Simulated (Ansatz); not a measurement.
**Ag wire along [100], 25 atoms a period: bands along the axis**

Wanted: the relaxed geometry and the bands of the Ag wire along [100], 25 atoms a period.

Program: Ansatz 0.2.0. Level of theory: DFT PBE, plane waves, PAW; relaxation of a wire's period; PAW set soft_1, in the first sound run; inputs show where later runs differ. Results are calculated unless marked as measured.

## (1) The starting structure

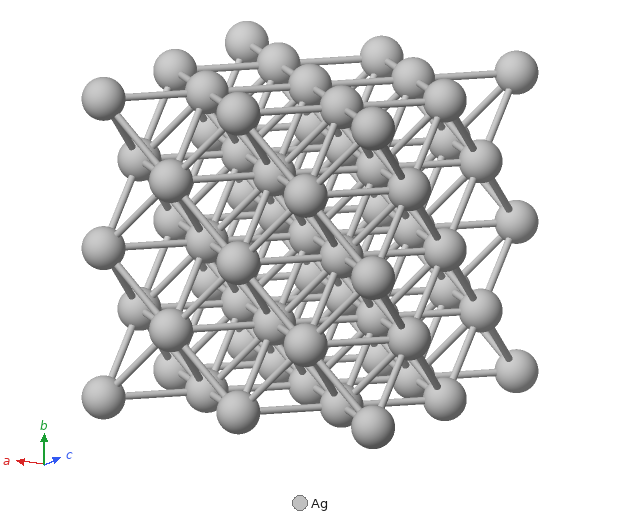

The cell as given, at a slant to the c axis (silver light grey). 1×1×2 cells are drawn. Some periodic images of atoms are drawn too.

The cell holds 25 atoms: 25 Ag. Its edges and angles: a = 15.100 Å, b = 15.100 Å, c = 4.150 Å, α = 90.0°, β = 90.0°, γ = 90.0°. Vacuum lies along a and b. The structure's axis is c.

## (2) Relaxing the period

Band widths follow the bond lengths, so the wire is relaxed first. The atoms and the third cell vector are free; the box across stays fixed as vacuum. A Fermi-Dirac smearing is set since the result may be a metal. The pressure printed is a third of the stress's trace over the whole box, vacuum included; only the stress along the axis is relaxed.

input.yaml reads:

```yaml
crystal:
  lattice:
    - [15.1, 0.0, 0.0]
    - [0.0, 15.1, 0.0]
    - [0.0, 0.0, 4.15]
  atoms:
    - { symbol: Ag, position: [0.225165563, 0.225165563, 0.0] }
    - { symbol: Ag, position: [0.225165563, 0.5, 0.0] }
    - { symbol: Ag, position: [0.225165563, 0.774834437, 0.0] }
    - { symbol: Ag, position: [0.362582781, 0.362582781, 0.0] }
    - { symbol: Ag, position: [0.362582781, 0.637417219, 0.0] }
    - { symbol: Ag, position: [0.5, 0.225165563, 0.0] }
    - { symbol: Ag, position: [0.5, 0.5, 0.0] }
    - { symbol: Ag, position: [0.5, 0.774834437, 0.0] }
    - { symbol: Ag, position: [0.637417219, 0.362582781, 0.0] }
    - { symbol: Ag, position: [0.637417219, 0.637417219, 0.0] }
    - { symbol: Ag, position: [0.774834437, 0.225165563, 0.0] }
    - { symbol: Ag, position: [0.774834437, 0.5, 0.0] }
    - { symbol: Ag, position: [0.774834437, 0.774834437, 0.0] }
    - { symbol: Ag, position: [0.225165563, 0.362582781, 0.5] }
    - { symbol: Ag, position: [0.225165563, 0.637417219, 0.5] }
    - { symbol: Ag, position: [0.362582781, 0.225165563, 0.5] }
    - { symbol: Ag, position: [0.362582781, 0.5, 0.5] }
    - { symbol: Ag, position: [0.362582781, 0.774834437, 0.5] }
    - { symbol: Ag, position: [0.5, 0.362582781, 0.5] }
    - { symbol: Ag, position: [0.5, 0.637417219, 0.5] }
    - { symbol: Ag, position: [0.637417219, 0.225165563, 0.5] }
    - { symbol: Ag, position: [0.637417219, 0.5, 0.5] }
    - { symbol: Ag, position: [0.637417219, 0.774834437, 0.5] }
    - { symbol: Ag, position: [0.774834437, 0.362582781, 0.5] }
    - { symbol: Ag, position: [0.774834437, 0.637417219, 0.5] }
kpoints:
  mp_grid: { grid: [1, 1, 20] }
scf:
  occupations: { method: fermi_dirac, width: 0.05 }
hamiltonian:
  xc: pbe
  pseudopotentials: { kind: paw, azcp: { folder: soft_1 } }
relax:
  cell: { fix: [a, b, alpha, beta, gamma] }
  max_steps: 45
  f_tol: 0.03
```

Command:

```bash
> ansatz run input.yaml --threads 16 --pin off --max-ram 61440MiB --backend cuda --events-out ev --progress --plain --runs-dir out --max-vram 78GiB
```

Numbers of over 12 decimals in the logs are rounded to 6 here.

Log:

```text
Engine: ansatz 0.2.0, aarch64-unknown-linux-gnu
Pseudopotentials: kind: paw
Pseudopotential: Ag, paw, valence charge 19, recommended cutoff 420 eV (normal), soft_1/Ag.paw.azcp
Functional definition: PBE
  parameter kappa = 0.804
  parameter beta = 0.066725
  exchange = pbe_x(kappa = kappa, mu = beta*pi^2/3)
  correlation = pbe_c(beta = beta)
[...]
Crystal: 25 atoms, lattice volume = 946.242 Å³
Basis set: ecut = 420 eV, 18373 PW (Γ), exchange–correlation on 216×216×60 points (8 copies of the dense FFT grid, shifted against one another)
Bands: 285, of which v1, the nominal top of the filled ones, is band 238 counted from 1 (237 counted from 0)
Symmetry: 16 space group operations
Space group: P4/mmm (ITA 123), of the structure as read, at distance tolerance 9.8e-5 Å
k-points: 11 of 20
Non-local potential: Ag, projectors of the file, l = 0: 3, l = 1: 2, l = 2: 2, l = 3: 1
PAW form: soft (Blöchl's): semilocal exchange-correlation on the pseudo side does not see the compensation charge
PAW one-centre angular grid: Ag, 590 points (default); XC on 64 Gauss nodes
Initial density: superposition of atomic densities (neutral atoms: chi_scale 0, normalization atom)
Initial wavefunctions: pseudopotential atomic-orbital guess
[...]
Functional: x = pbe(κ = 0.804, μ = 0.219515), c = pbe(β = 0.066725)
SCF iter   1: F=—  HF=-189760.792470 eV  |F-HF|=—  |Δ(HF+E_count)|=         —  Δρ=3.74e-2  dr2=1.80e1  ethr=3.10e-3  ⟨swp⟩=6.0  Hψ=11688  notcnv=0  defer=98
preconditioner: auto → LDOS  [metal: Δε(μ)=0.043 eV  Ē_g=8.072 eV  σ=0.050 eV  W_gap=0.21  n_scr=246 (ndim 8)  ℏωp=20.0 eV  f_vac=0.454  D(μ)=6.73/eV (n_scr^D=20)  β→1.0]
SCF iter   2: F=—  HF=-189765.319439 eV  |F-HF|=—  |Δ(HF+E_count)|=    4.53e0  Δρ=5.74e-2  dr2=3.03e1  ethr=3.10e-3  ⟨swp⟩=3.0  Hψ=6436  notcnv=0  defer=382
[...]
SCF iter  10: F=-189756.307158 eV  HF=-189756.307158 eV  |F-HF|=4.51e-9  |Δ(HF+E_count)|=   2.26e-7  Δρ=1.80e-6  dr2=2.39e-8  ethr=2.11e-11  ⟨swp⟩=4.0  Hψ=9926  notcnv=0
SCF 1 converged in 10 iterations: F = -189756.307158 eV  dr2 = 2.39e-8
  greatest PAW one-centre occupation: 1.001 electrons in one spin orbital (limit 2), on the Ag atom at site 21 (counted from 0), in its partial waves of l = 0
relax step   1: F+E_penalty+E_count = -189756.30715761 eV  Δ(F+E_penalty+E_count) = +0.000e0 eV  max|allowed force component| = 3.735e-1 eV/Å  Δτ_max = 0.0000 Å  P = -1.506 GPa  Ω = 946.242 Å³  fix = [a, b, alpha, beta, gamma]  reactions: a -1.145, b -1.145 GPa  (10 SCF iters, dr2 threshold 1.00e-7 eV, accepted)
[...]
Crystal: 25 atoms, lattice volume = 910.944 Å³
Basis set: ecut = 420 eV, 17789 PW (Γ), exchange–correlation on 216×216×60 points (8 copies of the dense FFT grid, shifted against one another)
[...]
preconditioner: auto → LDOS  [metal: Δε(μ)=0.027 eV  Ē_g=8.593 eV  σ=0.050 eV  W_gap=0.13  n_scr=246 (ndim 8)  ℏωp=20.4 eV  f_vac=0.463  D(μ)=7.02/eV (n_scr^D=24)  β→1.0]
[...]
SCF 2 converged in 7 iterations: F = -189756.625768 eV  dr2 = 1.43e-7
relax step   2: F+E_penalty+E_count = -189756.62576849 eV  Δ(F+E_penalty+E_count) = -3.186e-1 eV  max|allowed force component| = 2.055e-1 eV/Å  Δτ_max = 0.1525 Å  P = +0.997 GPa  Ω = 910.944 Å³  energy of the carried Pulay correction = +7.919e-3 eV  fix = [a, b, alpha, beta, gamma]  reactions: a +1.206, b +1.206 GPa  (7 SCF iters, dr2 threshold 2.50e-6 eV, accepted)
[...]
Crystal: 25 atoms, lattice volume = 905.713 Å³
[...]
SCF 3 converged in 7 iterations: F = -189756.743832 eV  dr2 = 1.11e-7
relax step   3: F+E_penalty+E_count = -189756.74383186 eV  Δ(F+E_penalty+E_count) = -1.181e-1 eV  max|allowed force component| = 3.554e-2 eV/Å  Δτ_max = 0.0861 Å  P = +0.050 GPa  Ω = 905.713 Å³  energy of the carried Pulay correction = +9.121e-3 eV  fix = [a, b, alpha, beta, gamma]  reactions: a +0.207, b +0.207 GPa  (7 SCF iters, dr2 threshold 2.50e-6 eV, accepted)
[...]
Crystal: 25 atoms, lattice volume = 880.605 Å³
[...]
SCF 4 converged in 7 iterations: F = -189756.794013 eV  dr2 = 1.52e-7
  greatest PAW one-centre occupation: 1.001 electrons in one spin orbital (limit 2), on the Ag atom at site 19 (counted from 0), in its partial waves of l = 0
relax step   4: F+E_penalty+E_count = -189756.79401335 eV  Δ(F+E_penalty+E_count) = -5.018e-2 eV  max|allowed force component| = 1.926e-2 eV/Å  Δτ_max = 0.0886 Å  P = +0.075 GPa  Ω = 880.605 Å³  energy of the carried Pulay correction = +1.500e-2 eV  fix = [a, b, alpha, beta, gamma]  reactions: a +0.160, b +0.160 GPa  (7 SCF iters, dr2 threshold 1.72e-7 eV, accepted)
[...]
SCF 6 converged in 10 iterations: F = -189756.804527 eV  dr2 = 3.74e-9
[...]
relax step   7: F+E_penalty+E_count = -189756.82586366 eV  Δ(F+E_penalty+E_count) = -1.426e-2 eV  max|allowed force component| = 2.786e-2 eV/Å  Δτ_max = 0.0869 Å  P = -0.076 GPa  Ω = 841.289 Å³  energy of the carried Pulay correction = +2.459e-2 eV  fix = [a, b, alpha, beta, gamma]  reactions: a -0.086, b -0.086 GPa  (12 SCF iters, accepted)
[...]
SCF 9 converged in 10 iterations: F = -189756.823441 eV  dr2 = 1.54e-10
[...]
relax step  10: F+E_penalty+E_count = -189756.82884908 eV  Δ(F+E_penalty+E_count) = -1.588e-3 eV  max|allowed force component| = 2.051e-3 eV/Å  Δτ_max = 0.0133 Å  P = +0.046 GPa  Ω = 847.343 Å³  energy of the carried Pulay correction = +2.308e-2 eV  fix = [a, b, alpha, beta, gamma]  reactions: a +0.071, b +0.071 GPa  (9 SCF iters, accepted)
[...]
SCF converged after 8 iterations
[...]
k-point 10: bands = ["-85.2548", "-85.2537", "-85.2537", "-85.2526", "-85.2219", "-85.2219", "-85.2219", "-85.2219", "-85.1677", "-84.9923", "-84.9923", "-84.9923", "-84.9923", "-84.9914", "-84.9914", "-84.9914", "-84.9914", "-84.9901", "-84.9901", "-84.9901", "-84.9901", "-84.8312", "-84.8312", "-84.8312", "-84.8312", "-48.7737", "-48.7657", "-48.7630", "-48.7630", "-48.7547", "-48.7547", "-48.7533", "-48.7518", " [...]
--- Relaxed structure (10 steps of the walk, 8 accepted, 1 SCFs on fresh bases) ---
  F+E_penalty+E_count = -189756.80772039 eV   max|allowed force component| = 2.276e-3 eV/Å   (the final SCF, on the basis selected at the relaxed cell)
  cell:  # Å, volume = 847.3428 Å³
    - [15.1, 0.0, 0.0]
    - [0.0, 15.1, 0.0]
    - [0.0, 0.0, 3.716253]
  atoms:
    - { symbol: Ag, position: [0.219027, 0.219027, 0.0] }
    - { symbol: Ag, position: [0.213650, 0.5, 0.0] }
    - { symbol: Ag, position: [0.219027, 0.780973, 0.0] }
    - { symbol: Ag, position: [0.355232, 0.355232, 0.0] }
    - { symbol: Ag, position: [0.355232, 0.644768, 0.0] }
    - { symbol: Ag, position: [0.5, 0.213650, 0.0] }
    - { symbol: Ag, position: [0.5, 0.5, 0.0] }
    - { symbol: Ag, position: [0.5, 0.786350, 0.0] }
    - { symbol: Ag, position: [0.644768, 0.355232, 0.0] }
    - { symbol: Ag, position: [0.644768, 0.644768, 0.0] }
    - { symbol: Ag, position: [0.780973, 0.219027, 0.0] }
    - { symbol: Ag, position: [0.786350, 0.5, 0.0] }
    - { symbol: Ag, position: [0.780973, 0.780973, 0.0] }
    - { symbol: Ag, position: [0.212170, 0.358513, 0.5] }
    - { symbol: Ag, position: [0.212170, 0.641487, 0.5] }
    - { symbol: Ag, position: [0.358513, 0.212170, 0.5] }
    - { symbol: Ag, position: [0.356166, 0.5, 0.5] }
    - { symbol: Ag, position: [0.358513, 0.787830, 0.5] }
    - { symbol: Ag, position: [0.5, 0.356166, 0.5] }
    - { symbol: Ag, position: [0.5, 0.643834, 0.5] }
    - { symbol: Ag, position: [0.641487, 0.212170, 0.5] }
    - { symbol: Ag, position: [0.643834, 0.5, 0.5] }
    - { symbol: Ag, position: [0.641487, 0.787830, 0.5] }
    - { symbol: Ag, position: [0.787830, 0.358513, 0.5] }
    - { symbol: Ag, position: [0.787830, 0.641487, 0.5] }
```

It took 11 s on 1 × NVIDIA GB200 with 16 threads of Arm Neoverse V2, shared host; peak memory 1.4 GiB.

Relaxation path:

```csv
step,energy less that of the first step (eV),largest force component (eV/Å),pressure (GPa),volume (Å³)
1,0.0000,0.3735,-1.51,946.24
2,-0.3186,0.2055,1.00,910.94
3,-0.4367,0.0355,0.05,905.71
4,-0.4869,0.0193,0.07,880.61
5,-0.5044,0.0122,0.10,864.36
6,-0.4974,0.0445,0.21,818.22
7,-0.5187,0.0279,-0.08,841.29
8,-0.5201,0.0038,0.05,850.95
9,-0.5163,0.0517,0.26,843.44
10,-0.5217,0.0021,0.05,847.34
11,-0.5006,0.0023,0.05,847.34
```

The log counts 1 steps on a newly chosen plane-wave basis, not all of them marked here; energy and pressure can jump at such steps. Relaxation steps 6, 9 were tried and not accepted.

The run keeps the 16 symmetry operations that it works with, so distortions that break them were not tested.

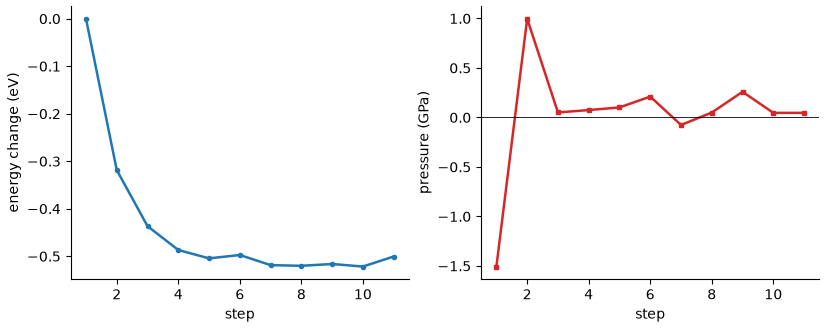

Energy and pressure along the relaxation.

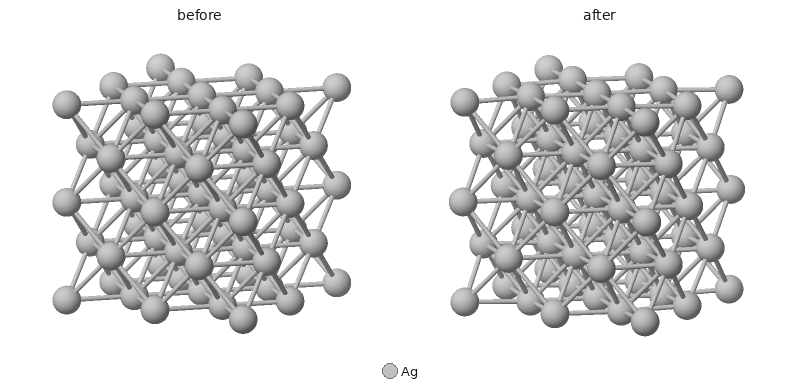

Before and after, at one scale.

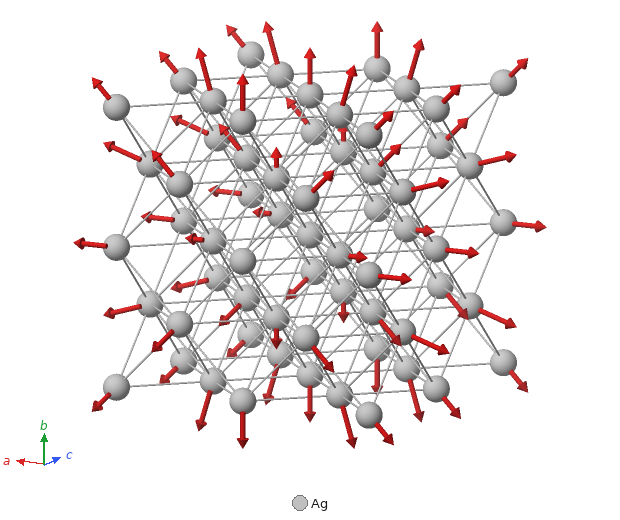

Displacements in the relaxation, exaggerated, measured against the changing cell; the longest in the cell stands for 0.21 Å. 1×1×2 cells are drawn. Some periodic images of atoms are drawn too.

```csv
cell as run,before,after,change
c (Å),4.150,3.716,-10.5 %
```

The atoms that moved most (Å, along periodic axes as changes of fractional coordinates times the final cell, across vacuum about the mean position):

```csv
atom,dx,dy,dz,length
Ag24,0.196,-0.061,0.000,0.206
Ag18,-0.061,0.196,0.000,0.206
Ag25,0.196,0.061,0.000,0.206
Ag23,0.061,0.196,0.000,0.206
Ag14,-0.196,-0.061,0.000,0.206
Ag16,-0.061,-0.196,0.000,0.206
Ag15,-0.196,0.061,0.000,0.206
Ag21,0.061,-0.196,0.000,0.206
```

The relaxed structure:

```cif
data_structure
_symmetry_space_group_name_H-M 'P 1'
_symmetry_Int_Tables_number 1
_cell_length_a 15.1000
_cell_length_b 15.1000
_cell_length_c 3.7163
_cell_angle_alpha 90.000
_cell_angle_beta 90.000
_cell_angle_gamma 90.000
_cell_volume 847.34
loop_
_atom_site_label
_atom_site_type_symbol
_atom_site_fract_x
_atom_site_fract_y
_atom_site_fract_z
_atom_site_occupancy
Ag1 Ag 0.21903 0.21903 0.00000 1
Ag2 Ag 0.21365 0.50000 0.00000 1
Ag3 Ag 0.21903 0.78097 0.00000 1
Ag4 Ag 0.35523 0.35523 0.00000 1
Ag5 Ag 0.35523 0.64477 0.00000 1
Ag6 Ag 0.50000 0.21365 0.00000 1
Ag7 Ag 0.50000 0.50000 0.00000 1
Ag8 Ag 0.50000 0.78635 0.00000 1
Ag9 Ag 0.64477 0.35523 0.00000 1
Ag10 Ag 0.64477 0.64477 0.00000 1
Ag11 Ag 0.78097 0.21903 0.00000 1
Ag12 Ag 0.78635 0.50000 0.00000 1
Ag13 Ag 0.78097 0.78097 0.00000 1
Ag14 Ag 0.21217 0.35851 0.50000 1
Ag15 Ag 0.21217 0.64149 0.50000 1
Ag16 Ag 0.35851 0.21217 0.50000 1
Ag17 Ag 0.35617 0.50000 0.50000 1
Ag18 Ag 0.35851 0.78783 0.50000 1
Ag19 Ag 0.50000 0.35617 0.50000 1
Ag20 Ag 0.50000 0.64383 0.50000 1
Ag21 Ag 0.64149 0.21217 0.50000 1
Ag22 Ag 0.64383 0.50000 0.50000 1
Ag23 Ag 0.64149 0.78783 0.50000 1
Ag24 Ag 0.78783 0.35851 0.50000 1
Ag25 Ag 0.78783 0.64149 0.50000 1
```

Numbers from this step:

```
energy at zero smearing    : -189756.7778 eV
cell length along the wire : 3.716 Å
```

The cell's length comes to 3.716 Å with spin left out.

## (3) The wire at its relaxed period

This step: DFT PBE, plane waves, PAW; bands of a perfect wire; PAW set soft_1 (Ansatz 0.2.0).

At the relaxed period the bands are computed along the axis; those that cross an energy going forward count the channels that a perfect wire would open there.

input.yaml reads:

```yaml
crystal:
  lattice:
    - [15.1, 0.0, 0.0]
    - [0.0, 15.1, 0.0]
    - [0.0, 0.0, 3.7162528294]
  atoms:
    - { symbol: Ag, position: [0.219027063, 0.219027063, 0.0] }
    - { symbol: Ag, position: [0.213650174, 0.5, 0.0] }
    - { symbol: Ag, position: [0.219027063, 0.780972937, 0.0] }
    - { symbol: Ag, position: [0.355231727, 0.355231727, 0.0] }
    - { symbol: Ag, position: [0.355231727, 0.644768273, 0.0] }
    - { symbol: Ag, position: [0.5, 0.213650174, 0.0] }
    - { symbol: Ag, position: [0.5, 0.5, 0.0] }
    - { symbol: Ag, position: [0.5, 0.786349826, 0.0] }
    - { symbol: Ag, position: [0.644768273, 0.355231727, 0.0] }
    - { symbol: Ag, position: [0.644768273, 0.644768273, 0.0] }
    - { symbol: Ag, position: [0.780972937, 0.219027063, 0.0] }
    - { symbol: Ag, position: [0.786349826, 0.5, 0.0] }
    - { symbol: Ag, position: [0.780972937, 0.780972937, 0.0] }
    - { symbol: Ag, position: [0.212170232, 0.358512811, 0.5] }
    - { symbol: Ag, position: [0.212170232, 0.641487189, 0.5] }
    - { symbol: Ag, position: [0.358512811, 0.212170232, 0.5] }
    - { symbol: Ag, position: [0.356165538, 0.5, 0.5] }
    - { symbol: Ag, position: [0.358512811, 0.787829768, 0.5] }
    - { symbol: Ag, position: [0.5, 0.356165538, 0.5] }
    - { symbol: Ag, position: [0.5, 0.643834462, 0.5] }
    - { symbol: Ag, position: [0.641487189, 0.212170232, 0.5] }
    - { symbol: Ag, position: [0.643834462, 0.5, 0.5] }
    - { symbol: Ag, position: [0.641487189, 0.787829768, 0.5] }
    - { symbol: Ag, position: [0.787829768, 0.358512811, 0.5] }
    - { symbol: Ag, position: [0.787829768, 0.641487189, 0.5] }
kpoints:
  mp_grid: { grid: [1, 1, 22] }
  band_path: { path: ["Γ", Z], npoints: 90 }
scf:
  occupations: { method: fermi_dirac, width: 0.05 }
hamiltonian:
  xc: pbe
  pseudopotentials: { kind: paw, azcp: { folder: soft_1 } }
output:
  dos: { e_range: [-5, 4] }
  write_potential: true
  write_density: true
  volumetric_format: npy
```

Log:

```text
[...]
Crystal: 25 atoms, lattice volume = 847.343 Å³
Basis set: ecut = 420 eV, 16565 PW (Γ)
Bands: 285, of which v1, the nominal top of the filled ones, is band 238 counted from 1 (237 counted from 0)
Symmetry: 16 space group operations
[...]
k-points: 12 of 22
[...]
SCF iter   1: F=—  HF=-189761.543220 eV  |F-HF|=—  |Δ(HF+E_count)|=         —  Δρ=4.12e-2  dr2=1.88e1  ethr=3.10e-3  ⟨swp⟩=6.0  Hψ=12488  notcnv=0  defer=113
[...]
SCF iter   6: F=—  HF=-189756.792264 eV  |F-HF|=—  |Δ(HF+E_count)|=   7.81e-3  Δρ=1.50e-4  dr2=3.26e-4  ethr=1.27e-6  ⟨swp⟩=2.0  Hψ=4646  notcnv=0  defer=412
[...]
SCF iter   8: F=—  HF=-189756.790517 eV  |F-HF|=—  |Δ(HF+E_count)|=   1.25e-2  Δρ=1.78e-5  dr2=4.14e-6  ethr=1.84e-8  ⟨swp⟩=2.0  Hψ=4627  notcnv=0  defer=412
[...]
SCF iter  10: F=-189756.790519 eV  HF=-189756.790519 eV  |F-HF|=2.50e-8  |Δ(HF+E_count)|=   6.78e-8  Δρ=2.58e-6  dr2=8.55e-8  ethr=2.11e-11  ⟨swp⟩=10.6  Hψ=16090  notcnv=0
SCF 1 converged in 10 iterations: F = -189756.790519 eV  dr2 = 8.55e-8
[...]
NSCF: frozen V_eff on 91 k-points
[...]
SCF converged after 10 iterations
[...]
```

The job ended after 6.3 s (1 × NVIDIA GB200 with 16 threads; peak memory 2.1 GiB).

This step gave:

* energy at zero smearing: -189756.7576 eV
* band gap on the path through both edges: 0 eV

Electronic bands along the path, in eV, zero at the Fermi level; # counts the bands kept:

```csv
point,#56,#57,#58,#59,#60,#61,#62,#63
Γ,-1.85,-1.43,-1.06,-0.83,-0.05,-0.02,0.30,0.30
Z,-0.42,-0.37,-0.31,-0.14,-0.14,0.33,0.33,0.62
```

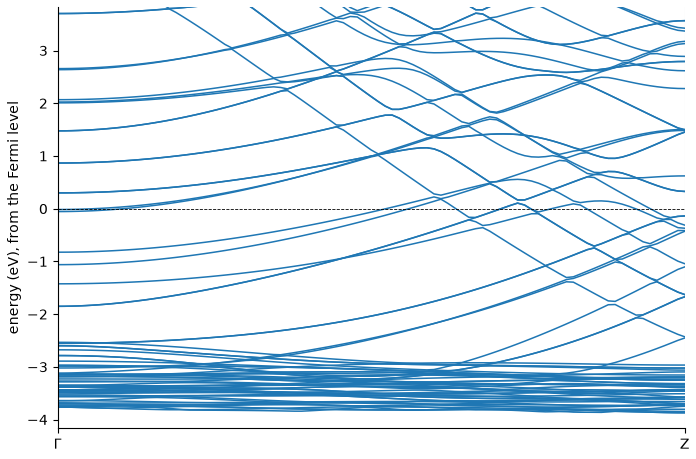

Electronic bands along the path.

Between Γ and Z the bands cross the Fermi level 13 times, so a perfect wire would conduct at least 13 G₀, with spin left out.

## (4) Outcome

| Property | Result |
| --- | --- |
| cell length, PBE | 3.716 Å |
| ballistic conductance by band crossings, a lower bound, PBE | 13 G₀ |

**Reading.** Under PBE the cell's length is 3.72 Å, and the bands cross the Fermi level 13 times between Γ and Z, which gives a perfect wire at least 13 G₀ (opposite crossings within one step of the path cancel in such a count).

[Logs are printed without paths, hosts, clocks, repeated set-up lines and the standing remarks that a program may print on its own settings, such as how far it seeks lower states.]

[Hosts, paths, dates, database ids (printed as entryN), source tags and the programs' standing remarks are cut or masked in the printed files.]
